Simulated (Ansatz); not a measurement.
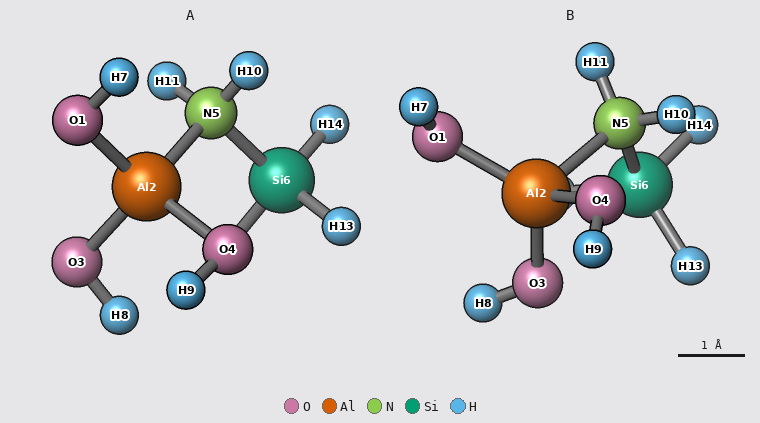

Two geometries of AlSiNH$_{8}$O$_{3}$ (coarse preliminary run), drawn at one scale. One is the start of a relaxation, the other its converged end. A ball-and-stick model, seen from a free direction.

The calculation used RKS PBE-D4/def2-SVP (Ansatz 0.2.0). Settings: force threshold 0.03 eV/Å; at most 200 steps.

Q: Which one is relaxed?

A: Structure B is the relaxed one. The start comes from a force field. The energy falls by 1.454 eV in 31 accepted moves (36 points after the start). The largest force component goes from 3.6 to 0.02 eV/Å. The line search rejected the trial steps at points 19, 22, 25, 29, 33 of the run. The forces were under the threshold at step 20, but the run went on from there. The largest move after the best rigid fit is that of an H atom, 1.39 Å. By element the largest moves are H 1.39 Å, O 1.27 Å, N 0.56 Å, Si 0.43 Å, Al 0.28 Å. Some distances before and after: O–Si 3.603 → 2.665 Å, Al–O 1.880 → 1.743 Å, H–O 1.065 → 0.969 Å, Al–N 1.932 → 2.012 Å. Bond angles that change, for instance: Al–O–H 101.6° → 119.8°, O–Al–N 109.9° → 92.9°, Al–O–H 102.4° → 119.1°. Groups turn about Al–O by about 155°, Al–N by about 70°, Al–O by about 45°.
